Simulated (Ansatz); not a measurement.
**ClFH$_{6}$InNSi$_{2}$: density, localisation and related maps**

The calculation's input:

```
crystal:
  periodic: [false, false, false]
  atoms:
    - {symbol: F, position_ang: [-2.767624, 0.136824, 1.822722]}
    - {symbol: In, position_ang: [-1.400449, -1.007713, 1.061024]}
    - {symbol: Cl, position_ang: [-1.591655, -3.249286, 1.476171]}
    - {symbol: N, position_ang: [-0.011840, -0.006114, 0.009769]}
    - {symbol: Si, position_ang: [1.291045, -0.869512, -0.746053]}
    - {symbol: Si, position_ang: [-0.122760, 1.724494, -0.140773]}
    - {symbol: H, position_ang: [2.609582, -0.417252, -0.227450]}
    - {symbol: H, position_ang: [1.282147, -0.675936, -2.220692]}
    - {symbol: H, position_ang: [1.116211, -2.315425, -0.442207]}
    - {symbol: H, position_ang: [1.039695, 2.158544, -0.963297]}
    - {symbol: H, position_ang: [-0.062172, 2.389751, 1.185992]}
    - {symbol: H, position_ang: [-1.382171, 2.131605, -0.815207]}
basis:
  gaussian: {orbitals: def2-TZVPP}
hamiltonian: {xc: pbe0, dispersion: d4}
output: {orbitals: {seedname: orbitals}}
```

Command:

```sh
ansatz run in.yaml --threads 2 --pin off --events-out ev --progress --plain --max-ram 22528MiB --backend cuda --devices 0, --max-vram 18GiB
```

Geometry: PBE0-D4/def2-TZVP; core potentials replace the inner electrons of In.

Method: RKS PBE0-D4/def2-TZVPP in Ansatz.

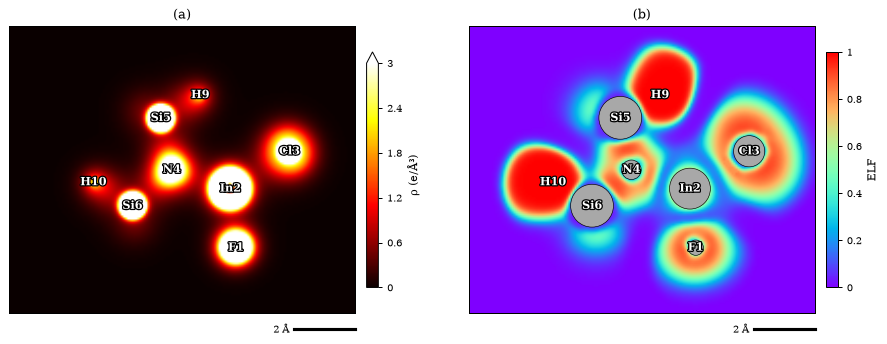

Figure 1. (a) electron density; (b) ELF on the plane of atoms N4, Si6 and H10. Grey discs cover the atomic cores in the ELF map.

> What do the fields say about this system?

- Atoms in the plane: F, In, Cl, N, Si and H.
- Si–N (1.74 Å): the density is about 1.1 e/Å³ at the midpoint; the ELF peaks at about 0.90 between the atoms: a shared but strongly polarised pair.
- In–F (1.94 Å): ρ at the midpoint is about 0.81 e/Å³; the ELF peaks at about 0.80 in the valence shell of F, 0.5 Å from its nucleus, and drops to about 0.15 between the two atoms.
- In–N (2.01 Å): ρ at the midpoint is about 0.8 e/Å³; the ELF peaks at about 0.80 in the valence shell of N, 0.6 Å from its nucleus, and drops to about 0.20 between the two atoms.
- In–Cl (2.29 Å): ρ at the midpoint is about 0.64 e/Å³; the ELF peaks at about 0.80 in the valence shell of Cl, 0.9 Å from its nucleus, and drops to about 0.20 between the two atoms.
- Si–H (1.49 Å): ρ at the midpoint is about 0.82 e/Å³; the ELF climbs to about 1 towards the hydrogen, as it does in any bond to H.
- The ELF also peaks beside F1 and Cl3, away from the bonds: lone-pair regions.

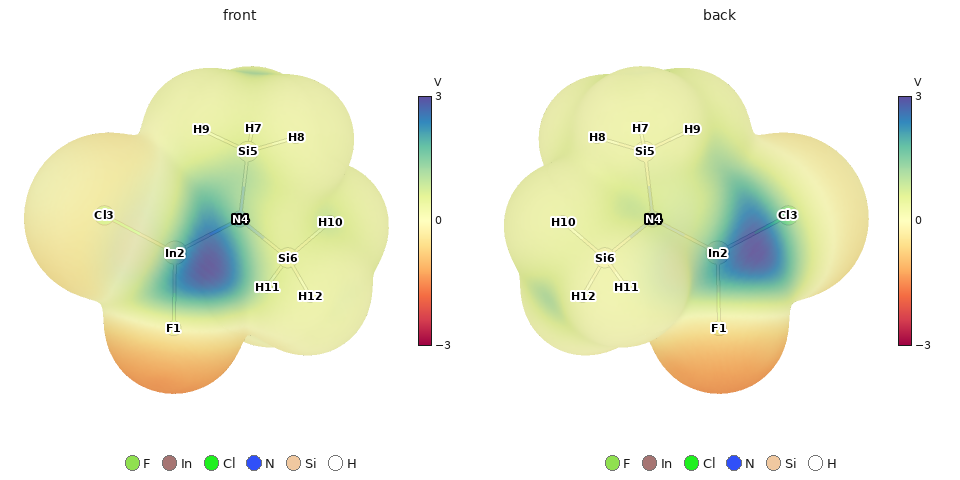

Figure 2. The electrostatic potential painted on the density surface at 0.001 e/bohr³, seen from the front and from behind; the colour scale runs from red (negative) to blue (positive).

> Describe the electrostatic potential map.

The most negative region (about −1.3 V) lies over F1, the most positive (about +2.9 V) over In2.

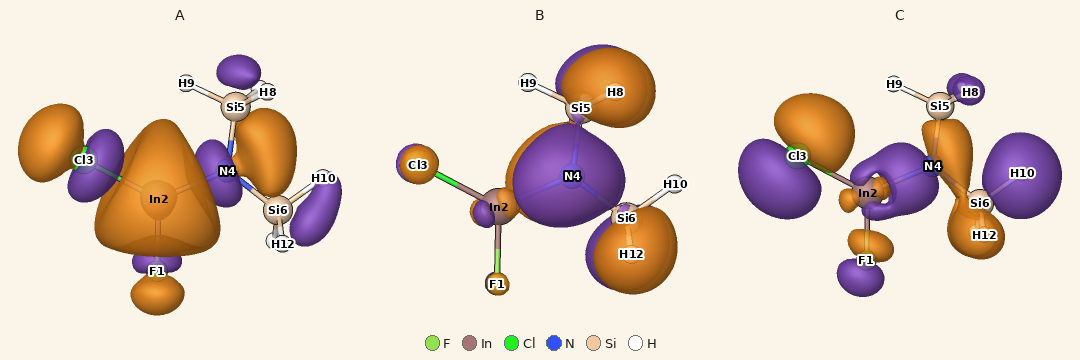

Figure 3. Three frontier orbitals at ±0.06 Å⁻³ᐟ² (orange and purple are the two phases), in no order.

> Which picture is the HOMO−1, the HOMO and the LUMO?

C is the HOMO−1 (−9.31 eV). Its weight (Hirshfeld) is mainly on Cl3 (about 45 %), N4 (about 15 %), H10 (about 10 %), Si6 (about 10 %) and In2 (about 10 %). B is the HOMO (−8.06 eV). By Hirshfeld shares it lies mainly on N4 (about 45 %), Si5 (about 10 %), Si6 (about 10 %), H7 (about 5 %), H8 (about 5 %) and In2 (about 5 %). A is the LUMO (−2.52 eV). Its weight (Hirshfeld) is mainly on In2 (about 50 %), Cl3 (about 20 %), N4 (about 10 %) and F1 (about 10 %).

> What is the HOMO–LUMO gap?

5.54 eV between the orbital energies.
